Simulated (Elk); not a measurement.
Band structure of MgCd3 (P-6m2, 4 atoms in the cell).

```
MgCd3
1.0
    3.13458     0.00000     0.00000
   -1.56729     2.71463     0.00000
    0.00000     0.00000    10.03841
Mg Cd
1 3
Direct
  0.00000   0.00000   0.50000
  0.00000   0.00000   0.00000
  0.66667   0.33333   0.74779
  0.66667   0.33333   0.25221
```

Level of theory: PBEsol, all-electron FP-LAPW, Elk's shipped species files, APW+lo basis with extra local orbitals (Elk).

Settings: xctype = 22; rgkmax = 8; stype = 0; swidth = 0.00183747 Ha; ngridk = 10 10 3; gmaxvr = 18 1/bohr; lmaxapw = 10; lmaxo = 8; nxlo = 2; lorbcnd = true; lradstp = 2; nrmtscf = 2; lmaxi = 4; maxscl = 100.

The starting cell comes from a database of computed structures (which also holds hypothetical and non-ambient phases and stackings), without a prior relaxation at this level. Values depend on the basis (sphere radii, cutoffs, local orbitals), which need not be converged.

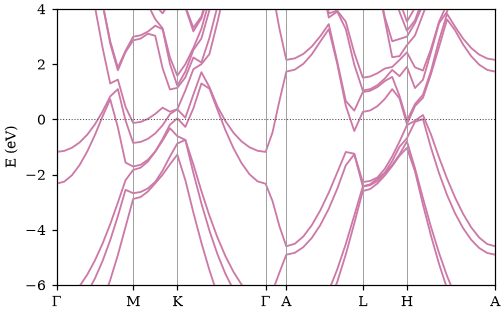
Bands along the path, energies from the Fermi level.

Levels in eV from the Fermi level, bands 29 to 36:
| point | 29 | 30 | 31 | 32 | 33 | 34 | 35 | 36 |
|---|---|---|---|---|---|---|---|---|
| Γ | -8.51 | -7.20 | -6.62 | -2.33 | -1.18 | 5.70 | 6.65 | 11.33 |
| M | -2.88 | -2.68 | -1.83 | -1.71 | -0.85 | -0.13 | 2.86 | 2.99 |
| K | -1.28 | -0.88 | -0.61 | 0.04 | 0.37 | 0.37 | 1.14 | 1.22 |
| A | -8.51 | -8.01 | -4.90 | -4.60 | 1.73 | 2.16 | 10.12 | 11.45 |
| L | -2.60 | -2.44 | -2.43 | -2.27 | 0.27 | 0.99 | 1.05 | 1.51 |
| H | -1.04 | -0.80 | -0.68 | -0.21 | -0.17 | -0.05 | 1.90 | 2.43 |

Bands cross the Fermi level along this path, so the cell is metallic at this level.
